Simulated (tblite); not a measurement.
# C₆H₁₃NOSi₂: geometry relaxation

C₆H₁₃NOSi₂, SMILES CC(=O)NC1=C(C[SiH3])C[SiH2]1, computed with GFN2-xTB geometry optimisation, gas phase (tblite 0.8.0).

It belongs to a series of runs on one base structure; here: H on C replaced by NHCOCH3.

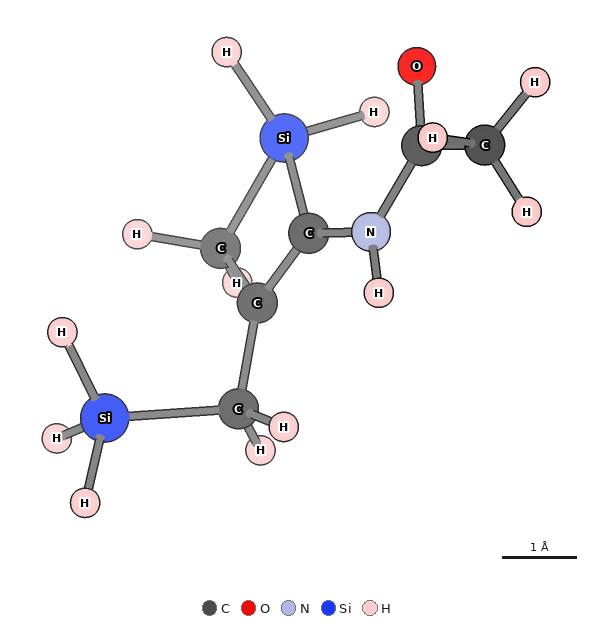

The structure as given in the input (ball-and-stick view, seen at a tilt). Bond lengths as drawn: C–C 1.29 to 1.52 Å, C–H 1.08 to 1.15 Å, C–N 1.41 to 1.46 Å, C–O 1.27 Å, C–Si 1.79 to 1.84 Å, H–N 1.04 Å and H–Si 1.45 to 1.48 Å.

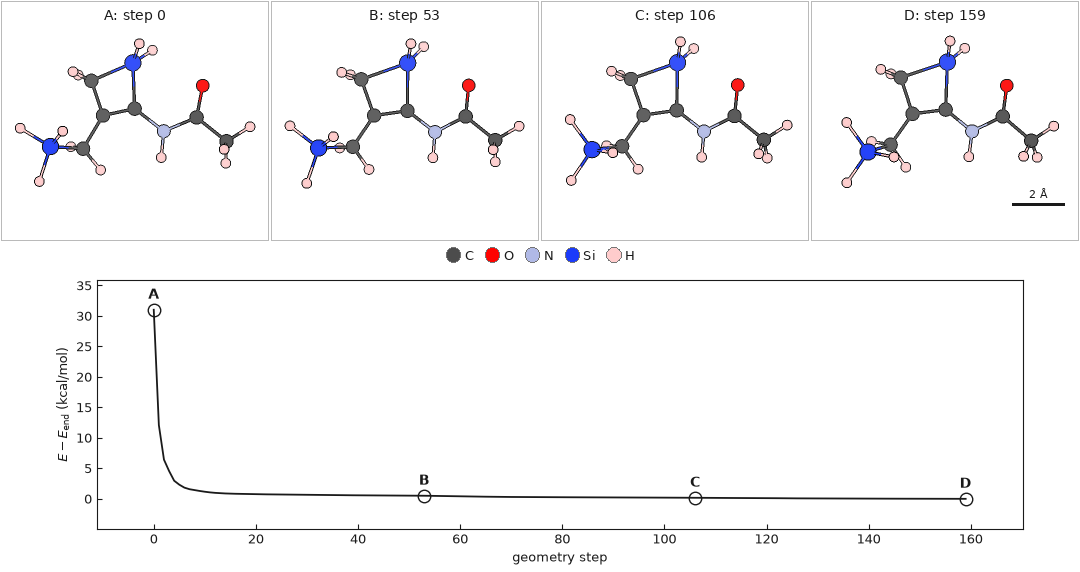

Frames of the relaxation (ball-and-stick view, seen at a tilt) above the curves, on which the letters mark them (steps are counted from 0).

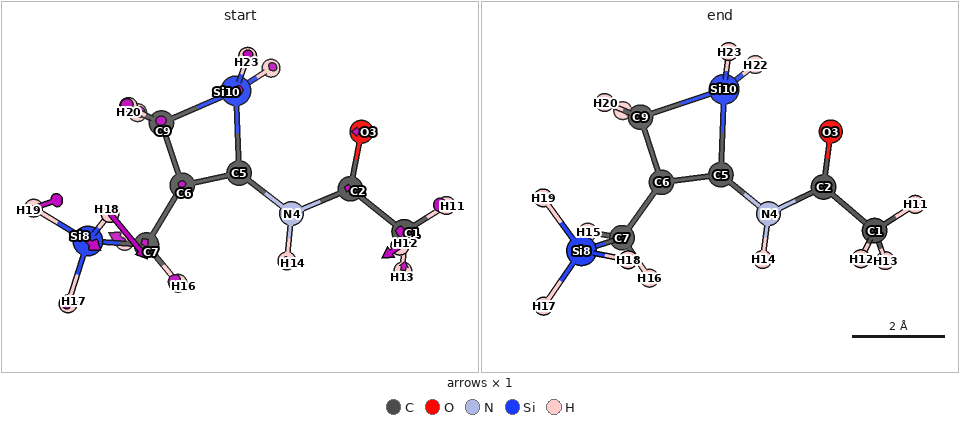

Before (left) and after (right) the relaxation, at one scale (ball-and-stick view, seen at a tilt). The pink arrows give the displacements, at true length. Over 159 geometry steps the energy falls by 31.0 kcal/mol. The largest force component goes from 6.5 to 0.008 eV/Å. The largest move after the best rigid fit is that of H18, 1.31 Å. By element the largest moves are H 1.31 Å, Si 0.43 Å, C 0.30 Å, O 0.24 Å, N 0.09 Å. Distances before and after: C9–Si10 1.791 → 1.956 Å, C5–Si10 1.795 → 1.872 Å, C6–C9 1.437 → 1.512 Å, N4–C5 1.459 → 1.386 Å. Among the angles that change: Si10–C9–H20 109.5° → 117.1°, C5–Si10–H22 110.5° → 118.1°, C6–C7–H15 102.6° → 109.5°. (Atoms are counted from 1 in the order of the input.)

These pictures come from the run below.

Input:
```
{"job": {"kind": "relax", "xc": "GFN2-xTB", "basis": "xTB"}, "charge": 0, "multiplicity": 1}
C      3.857200    -0.662100    -0.027500
C      2.613700     0.201300     0.119500
O      2.771400     1.363800     0.594600
N      1.358500    -0.320600    -0.249200
C      0.150300     0.482600    -0.090900
C     -1.078200     0.218500    -0.368000
C     -1.773600    -1.008000    -0.929700
Si    -2.972600    -1.537900     0.367400
C     -1.629100     1.482300     0.037900
Si    -0.042300     2.161600     0.514500
H      4.724200     0.014200    -0.012300
H      3.846900    -1.360800     0.836300
H      3.847900    -1.207900    -0.955400
H      1.330300    -1.292100    -0.611900
H     -2.313200    -0.597400    -1.814900
H     -1.030300    -1.745100    -1.207100
H     -3.293500    -2.956600     0.155400
H     -2.461000    -1.409800     1.720500
H     -4.228400    -0.778100     0.189000
H     -2.319600     1.442300     0.953800
H     -2.216500     2.017700    -0.769200
H      0.618300     3.118000    -0.393300
H      0.234900     2.401100     1.950700
```

The first line tells a small driver script what to run in tblite; the rest is the geometry in Å.

Launched with:
```bash
OMP_NUM_THREADS=1 python <driver script> task.json out
```

What the program printed:
```
step      E/eV     max force
  0    -812.23907    7.147
  1    -813.05971    4.381
  2    -813.30540    1.222
  3    -813.38616    1.234
  4    -813.45547    0.786
  5    -813.48352    0.512
  6    -813.50461    0.286
  7    -813.51580    0.203
  8    -813.52222    0.179
  9    -813.52832    0.188
 10    -813.53373    0.175
 11    -813.53834    0.131
 12    -813.54171    0.134
 13    -813.54417    0.122
 14    -813.54599    0.099
 15    -813.54731    0.088
 16    -813.54828    0.066
 17    -813.54905    0.062
 18    -813.54974    0.066
 19    -813.55046    0.081
 20    -813.55118    0.062
 21    -813.55182    0.050
 22    -813.55234    0.045
 23    -813.55277    0.056
 24    -813.55316    0.053
 25    -813.55360    0.047
 26    -813.55414    0.053
 27    -813.55476    0.059
 28    -813.55537    0.076
 29    -813.55587    0.062
 30    -813.55626    0.048
 31    -813.55662    0.046
 32    -813.55694    0.041
 33    -813.55721    0.037
 34    -813.55745    0.042
 35    -813.55770    0.038
 36    -813.55802    0.045
 37    -813.55839    0.061
 38    -813.55874    0.048
 39    -813.55899    0.031
 40    -813.55917    0.030
 41    -813.55936    0.037
 42    -813.55958    0.044
 43    -813.55982    0.031
 44    -813.56004    0.028
 45    -813.56023    0.028
 46    -813.56041    0.042
 47    -813.56058    0.038
 48    -813.56074    0.030
 49    -813.56090    0.027
 50    -813.56109    0.034
 51    -813.56135    0.044
 52    -813.56173    0.044
 53    -813.56224    0.057
 54    -813.56287    0.065
 55    -813.56358    0.051
 56    -813.56425    0.057
 57    -813.56485    0.067
 58    -813.56548    0.080
 59    -813.56622    0.082
 60    -813.56703    0.069
 61    -813.56775    0.067
 62    -813.56810    0.081
 63    -813.56818    0.064
 64    -813.56878    0.031
 65    -813.56909    0.037
 66    -813.56961    0.049
 67    -813.57003    0.042
 68    -813.57049    0.038
 69    -813.57079    0.033
 70    -813.57104    0.034
 71    -813.57129    0.036
 72    -813.57151    0.040
 73    -813.57174    0.032
 74    -813.57195    0.021
 75    -813.57206    0.019
 76    -813.57224    0.025
 77    -813.57239    0.032
 78    -813.57256    0.038
 79    -813.57273    0.035
 80    -813.57291    0.028
 81    -813.57307    0.030
 82    -813.57318    0.027
 83    -813.57331    0.023
 84    -813.57344    0.023
 85    -813.57358    0.021
 86    -813.57367    0.020
 87    -813.57375    0.019
 88    -813.57384    0.024
 89    -813.57397    0.033
 90    -813.57415    0.036
 91    -813.57436    0.036
 92    -813.57454    0.028
 93    -813.57469    0.023
 94    -813.57484    0.026
 95    -813.57501    0.032
 96    -813.57518    0.025
 97    -813.57533    0.022
 98    -813.57544    0.022
 99    -813.57556    0.022
100    -813.57570    0.037
101    -813.57588    0.030
102    -813.57605    0.024
103    -813.57625    0.022
104    -813.57634    0.024
105    -813.57662    0.035
106    -813.57685    0.040
107    -813.57712    0.036
108    -813.57731    0.030
109    -813.57748    0.039
110    -813.57769    0.044
111    -813.57794    0.037
112    -813.57812    0.020
113    -813.57821    0.019
114    -813.57832    0.026
115    -813.57847    0.038
116    -813.57867    0.037
117    -813.57885    0.027
118    -813.57897    0.020
119    -813.57907    0.026
120    -813.57922    0.032
121    -813.57946    0.050
122    -813.57981    0.073
123    -813.58026    0.071
124    -813.58057    0.040
125    -813.58078    0.030
126    -813.58094    0.033
127    -813.58110    0.050
128    -813.58127    0.052
129    -813.58149    0.034
130    -813.58169    0.027
131    -813.58184    0.027
132    -813.58193    0.027
133    -813.58205    0.024
134    -813.58216    0.026
135    -813.58227    0.018
136    -813.58235    0.021
137    -813.58244    0.023
138    -813.58257    0.032
139    -813.58274    0.036
140    -813.58290    0.028
141    -813.58301    0.019
142    -813.58308    0.024
143    -813.58314    0.022
144    -813.58318    0.015
145    -813.58323    0.012
146    -813.58328    0.016
147    -813.58333    0.023
148    -813.58343    0.033
149    -813.58356    0.032
150    -813.58370    0.024
151    -813.58382    0.023
152    -813.58392    0.023
153    -813.58400    0.023
154    -813.58407    0.017
155    -813.58412    0.016
156    -813.58416    0.015
157    -813.58420    0.011
158    -813.58422    0.010
159    -813.58425    0.009
```

Trajectory as extended XYZ (Å, eV, eV/Å), 5 of the 160 frames kept, from step=0 to step=159:
```
23
Properties=species:S:1:pos:R:3:forces:R:3 step=0 energy=-812.23907
C     3.8572   -0.6621   -0.0275   -0.6730   0.0550   0.4650
C     2.6137    0.2013    0.1195   -0.8750   2.1940   0.6620
O     2.7714    1.3638    0.5946   -1.2860  -2.7530  -1.2420
N     1.3585   -0.3206   -0.2492    1.0650   0.6560   0.5110
C     0.1503    0.4826   -0.0909    6.3640  -3.2400  -0.2760
C    -1.0782    0.2185   -0.3680   -1.7870  -2.7100  -1.3130
C    -1.7736   -1.0080   -0.9297    0.6700   2.2070  -0.6450
Si   -2.9726   -1.5379    0.3674   -1.4550  -0.7890   0.5560
C    -1.6291    1.4823    0.0379   -6.4690   1.8780   0.2340
Si   -0.0423    2.1616    0.5145    3.9020   3.3520   1.5660
H     4.7242    0.0142   -0.0123   -0.3400  -0.4390   0.2180
H     3.8469   -1.3608    0.8363    0.3260   0.3870  -0.5900
H     3.8479   -1.2079   -0.9554   -0.0030  -0.3070  -0.2210
H     1.3303   -1.2921   -0.6119   -0.0530   1.0210   0.3630
H    -2.3132   -0.5974   -1.8149    0.3110  -0.7380   0.2880
H    -1.0303   -1.7451   -1.2071   -0.0650  -0.0770  -0.2030
H    -3.2935   -2.9566    0.1554    0.0090  -0.0030   0.0020
H    -2.4610   -1.4098    1.7205    0.1300   0.1050   0.1660
H    -4.2284   -0.7781    0.1890    0.2280  -0.0500   0.1240
H    -2.3196    1.4423    0.9538    0.2880  -0.1950  -1.2320
H    -2.2165    2.0177   -0.7692    0.2770  -0.5220   0.7680
H     0.6183    3.1180   -0.3933   -0.3270  -0.0060   0.2310
H     0.2349    2.4011    1.9507   -0.2370  -0.0250  -0.4330
23
Properties=species:S:1:pos:R:3:forces:R:3 step=40 energy=-813.55917
C     3.8043   -0.6323   -0.0095    0.0030   0.0010  -0.0050
C     2.5747    0.2334    0.1196    0.0030   0.0180   0.0040
O     2.6097    1.3837    0.5328    0.0030   0.0170   0.0140
N     1.4135   -0.3521   -0.2442    0.0060  -0.0030   0.0040
C     0.2703    0.4218   -0.1233   -0.0120  -0.0240  -0.0130
C    -1.0308    0.2302   -0.3806   -0.0180   0.0020   0.0100
C    -1.7749   -0.9474   -0.8834   -0.0090   0.0010  -0.0090
Si   -3.0402   -1.6056    0.3921   -0.0070  -0.0060  -0.0030
C    -1.6417    1.5544    0.0194    0.0060   0.0140   0.0000
Si    0.1468    2.1821    0.5023   -0.0040  -0.0250  -0.0030
H     4.6882   -0.0050    0.0520    0.0210  -0.0150   0.0050
H     3.8288   -1.3540    0.8056   -0.0010   0.0020   0.0060
H     3.8007   -1.1721   -0.9534    0.0120  -0.0020  -0.0140
H     1.3905   -1.3021   -0.5875   -0.0080  -0.0030   0.0060
H    -2.3193   -0.6690   -1.7894   -0.0200  -0.0020  -0.0090
H    -1.0768   -1.7412   -1.1609    0.0030  -0.0020   0.0020
H    -3.3508   -2.9968    0.0455   -0.0010   0.0030  -0.0020
H    -2.4625   -1.5520    1.7358    0.0120  -0.0070  -0.0080
H    -4.2688   -0.8130    0.3335    0.0160   0.0150   0.0120
H    -2.3723    1.4523    0.8226    0.0060  -0.0050  -0.0040
H    -2.1418    2.0576   -0.8080   -0.0090  -0.0070  -0.0070
H     0.6313    3.2633   -0.3439    0.0040   0.0020   0.0020
H     0.3166    2.3909    1.9330   -0.0050   0.0250   0.0120
23
Properties=species:S:1:pos:R:3:forces:R:3 step=80 energy=-813.57291
C     3.7920   -0.6155    0.0451   -0.0110   0.0090   0.0000
C     2.5482    0.2327    0.1693   -0.0050   0.0080  -0.0010
O     2.5714    1.3958    0.5478    0.0070   0.0100   0.0040
N     1.3920   -0.3771   -0.1720    0.0000   0.0000  -0.0050
C     0.2465    0.4022   -0.1071    0.0080   0.0150  -0.0020
C    -1.0493    0.2269   -0.4040    0.0110   0.0060  -0.0200
C    -1.8119   -0.9392   -0.9044    0.0130  -0.0100  -0.0070
Si   -2.9623   -1.6596    0.4407    0.0030  -0.0090   0.0080
C    -1.6439    1.5781   -0.0763   -0.0030  -0.0020   0.0020
Si    0.1386    2.1924    0.4347    0.0080   0.0070   0.0050
H     4.6614   -0.0049    0.2707    0.0010  -0.0190   0.0080
H     3.7500   -1.4502    0.7427   -0.0080   0.0070  -0.0040
H     3.8809   -1.0083   -0.9662   -0.0040  -0.0050   0.0090
H     1.3815   -1.3379   -0.4843   -0.0130  -0.0060  -0.0110
H    -2.4263   -0.6318   -1.7542   -0.0120   0.0130   0.0100
H    -1.1318   -1.7153   -1.2625    0.0210  -0.0180  -0.0040
H    -3.6411   -2.8326   -0.1182    0.0030  -0.0070   0.0030
H    -2.1569   -2.0564    1.5983    0.0010   0.0010  -0.0100
H    -3.9533   -0.6597    0.8316   -0.0170  -0.0040   0.0110
H    -2.3968    1.5251    0.7095   -0.0090   0.0060   0.0000
H    -2.1111    2.0506   -0.9404   -0.0060   0.0040   0.0080
H     0.6520    3.2316   -0.4475    0.0120  -0.0100   0.0000
H     0.2653    2.4799    1.8570    0.0020   0.0040  -0.0040
23
Properties=species:S:1:pos:R:3:forces:R:3 step=119 energy=-813.57907
C     3.7314   -0.6853    0.1170   -0.0050   0.0040  -0.0050
C     2.5260    0.2240    0.1777   -0.0020   0.0030   0.0030
O     2.5804    1.3862    0.5518   -0.0020   0.0050  -0.0110
N     1.3615   -0.3419   -0.2108   -0.0050   0.0010   0.0100
C     0.2315    0.4606   -0.1581   -0.0040  -0.0050   0.0120
C    -1.0677    0.2812   -0.4394   -0.0030  -0.0020  -0.0010
C    -1.8263   -0.8939   -0.9251   -0.0040   0.0010  -0.0050
Si   -2.8292   -1.7304    0.4721   -0.0180  -0.0010  -0.0140
C    -1.6655    1.6300   -0.1071    0.0070   0.0030   0.0060
Si    0.1224    2.2532    0.3765    0.0050   0.0020   0.0000
H     4.6080   -0.1446    0.4599    0.0040   0.0060   0.0090
H     3.5750   -1.5559    0.7509    0.0020  -0.0040   0.0070
H     3.8987   -1.0238   -0.9038   -0.0160   0.0050  -0.0080
H     1.3260   -1.3050   -0.5148   -0.0140   0.0070   0.0020
H    -2.5239   -0.5721   -1.7018   -0.0100  -0.0070  -0.0050
H    -1.1493   -1.6236   -1.3763   -0.0020  -0.0090  -0.0020
H    -3.5656   -2.8596   -0.1065    0.0250   0.0010   0.0070
H    -1.9099   -2.2136    1.5051    0.0140   0.0030  -0.0080
H    -3.7790   -0.7810    1.0484    0.0040   0.0100   0.0060
H    -2.4028    1.5740    0.6935    0.0010  -0.0010   0.0030
H    -2.1559    2.0989   -0.9606    0.0180  -0.0020   0.0000
H     0.6410    3.2715   -0.5270    0.0120  -0.0050  -0.0070
H     0.2684    2.5783    1.7885   -0.0050  -0.0160   0.0030
23
Properties=species:S:1:pos:R:3:forces:R:3 step=159 energy=-813.58425
C     3.6582   -0.7339    0.1780   -0.0050   0.0030  -0.0020
C     2.4667    0.1940    0.2113   -0.0030   0.0010  -0.0020
O     2.5379    1.3626    0.5644    0.0040  -0.0030   0.0000
N     1.2979   -0.3554   -0.1863   -0.0050   0.0000   0.0030
C     0.1888    0.4760   -0.1694   -0.0040  -0.0020  -0.0080
C    -1.1068    0.3326   -0.4848   -0.0040   0.0020  -0.0020
C    -1.8855   -0.8324   -0.9655    0.0050   0.0030  -0.0020
Si   -2.6526   -1.7908    0.4999    0.0050   0.0000  -0.0040
C    -1.6706    1.7021   -0.1786    0.0020   0.0020   0.0010
Si    0.1249    2.2759    0.3419   -0.0030  -0.0030   0.0010
H     4.5183   -0.2295    0.6080    0.0010  -0.0050   0.0000
H     3.4499   -1.6414    0.7412    0.0010   0.0030   0.0040
H     3.8851   -1.0065   -0.8514   -0.0020  -0.0010  -0.0010
H     1.2420   -1.3231   -0.4714    0.0030   0.0010  -0.0020
H    -2.6837   -0.4892   -1.6265    0.0030  -0.0060   0.0050
H    -1.2475   -1.5060   -1.5433   -0.0030  -0.0010   0.0020
H    -3.4030   -2.9337   -0.0278   -0.0030  -0.0040  -0.0050
H    -1.5691   -2.2749    1.3602    0.0050   0.0010   0.0020
H    -3.5431   -0.9163    1.2590   -0.0040   0.0070   0.0050
H    -2.4305    1.6766    0.6026    0.0020  -0.0030  -0.0020
H    -2.1229    2.1770   -1.0496    0.0070   0.0000   0.0000
H     0.7003    3.2652   -0.5591   -0.0030   0.0030   0.0030
H     0.2406    2.5979    1.7574    0.0000   0.0030   0.0020
```

Results in brief:

- outcome: converged
- total energy: −813.5842 eV
- hardware: 1 CPU thread, shared host
- wall time: 5.9 s
- peak memory: 0.18 GiB
